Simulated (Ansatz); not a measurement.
# SnH4 (SMILES [SnH4]): CAM-B3LYP/STO-3G

What is the electronic atomisation energy of SnH4 at CAM-B3LYP/STO-3G? 

The calculation is run with Ansatz 0.2.0.

32 further runs of the same task are left out: 3 that didn't finish, 29 set aside as unsound or not needed.

## 1. The molecule

SnH4: 5 atoms, total charge 0, spin state singlet. SMILES: `[SnH4]`. The coordinates come from a PBE0-D4/def2-TZVP relaxation.

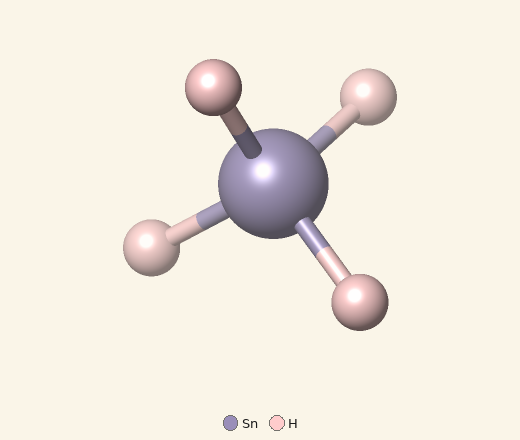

The structure, seen from a chosen angle (tin purple, hydrogen pink).

## 2. A single-point energy at CAM-B3LYP/STO-3G

The input, input.yaml:

```yaml
basis:
  gaussian: {orbitals: STO-3G}
crystal:
  periodic: [false, false, false]
  atoms:
    - symbol: Sn
      position_ang: [0.000030, 0.000010, 0.000040]
    - symbol: H
      position_ang: [0.823920, -0.853480, 1.222940]
    - symbol: H
      position_ang: [-1.563610, 0.403420, 0.543140]
    - symbol: H
      position_ang: [-0.116810, -0.974610, -1.392490]
    - symbol: H
      position_ang: [0.856470, 1.424640, -0.373640]
hamiltonian: {xc: {name: CAM-B3LYP}}
accuracy: high
```

Run with:

```console
$ ansatz run input.yaml --threads 1 --pin off --max-ram 3480MiB --events-out events.jsonl --progress --plain --runs-dir runs
```

Log:

```text
Warning: RAYON_NUM_THREADS=1 ignored (pool sized by the plan → 1); use --threads N
Functional definition: CAM-B3LYP
  name "CAM-B3LYP"
  parameter alpha = 0.19
  parameter beta = 0.46
  parameter omega = 0.33/bohr
  parameter ac = 0.81
  exchange = (1 - alpha - beta)*b88_x + beta*b88_x_sr(omega) + alpha*exact_x + beta*exact_x_lr(omega)
  correlation = (1 - ac)*vwn5_c + ac*lyp_c
543 factors; integrals over basis functions are off by at most 4.9e-9 eV
131 factors; integrals over basis functions are off by at most 6.7e-10 eV
mean field evaluation 1: about -162394.7038 eV, gradient 6.0e0 eV
mean field evaluation 2: about -162394.9030 eV, gradient 1.6e0 eV
mean field evaluation 4: about -162394.9152 eV, gradient 1.9e-1 eV
mean field evaluation 8: about -162394.8289 eV, gradient 2.6e-4 eV
mean field -162394.82892419 eV, -5967.8998877953 hartree, gradient 4.8e-9 eV, S^2 0.000000; 0 other end points of the search recorded, 0 dependent functions left out
reference -162394.82893666 eV, -5967.8998882536 hartree; 27, 27 occupied and 4, 4 virtual orbitals, 543 factors
Total energy: -162394.82893666 eV, -5967.8998882536 hartree
```

Run time: 1.5 s. Hardware: 1 thread of Arm Neoverse V2, shared host; peak memory 0.1 GiB.

## 3. The H atom at the same level

The input, molecule.yaml:

```yaml
crystal:
  periodic: [false, false, false]
  atoms:
    - {symbol: H, position_ang: [0.000000, 0.000000, 0.000000]}
basis:
  gaussian:
    orbitals: STO-3G
magnetization:
  spin_polarized: true
  initial_magnetization: 1
hamiltonian:
  xc: {name: CAM-B3LYP}
accuracy: high
```

Run with:

```console
$ ansatz run molecule.yaml --threads 1 --pin off --max-ram 3480MiB --events-out events.jsonl --progress --plain --runs-dir runs
```

Log:

```text
Warning: RAYON_NUM_THREADS=1 ignored (pool sized by the plan → 1); use --threads N
Functional definition: CAM-B3LYP
  name "CAM-B3LYP"
  parameter alpha = 0.19
  parameter beta = 0.46
  parameter omega = 0.33/bohr
  parameter ac = 0.81
  exchange = (1 - alpha - beta)*b88_x + beta*b88_x_sr(omega) + alpha*exact_x + beta*exact_x_lr(omega)
  correlation = (1 - ac)*vwn5_c + ac*lyp_c
1 factors; integrals over basis functions are off by at most 4.6e-10 eV
1 factors; integrals over basis functions are off by at most 3.0e-10 eV
mean field evaluation 1: about -12.5879 eV, gradient 0.0e0 eV
mean field evaluation 2: about -12.5879 eV, gradient 0.0e0 eV
mean field -12.58793461 eV, -0.4625980644 hartree, gradient 0.0e0 eV, S^2 0.750000; 0 other end points of the search recorded, 0 dependent functions left out
reference -12.58794100 eV, -0.4625982992 hartree; 1, 0 occupied and 0, 1 virtual orbitals, 1 factors
Total energy: -12.58794100 eV, -0.4625982992 hartree
```

Run time: 0.1 s. Hardware: 1 thread of Arm Neoverse V2, shared host.

## 4. The Sn atom at the same level

The input, in.yaml:

```yaml
crystal:
  periodic: [false, false, false]
  atoms:
    - {symbol: Sn, position_ang: [0.000000, 0.000000, 0.000000]}
basis:
  gaussian:
    orbitals: STO-3G
magnetization:
  spin_polarized: true
  initial_magnetization: 2
hamiltonian:
  xc: {name: CAM-B3LYP}
accuracy: high
```

Run the same way, it converges to -5965.37129 Eh (log not shown).

## 5. Outcome

Level: CAM-B3LYP/STO-3G.

```
                     quantity           value
       molecule: total energy  -5967.89989 Eh
         H atom: total energy     -0.46260 Eh
                 H atom: ⟨S²⟩           0.750
        Sn atom: total energy  -5965.37129 Eh
                Sn atom: ⟨S²⟩           2.000
electronic atomisation energy       18.455 eV
```

Taking the molecule apart into free atoms costs 18.45 eV (426 kcal/mol), before zero-point energy and without spin-orbit coupling. In a minimal basis such a difference can be off by several eV, whatever the method. Relativity is left out (molecule) although the molecule holds a heavy atom. Relativity is left out (Sn atom) although the molecule holds a heavy atom.
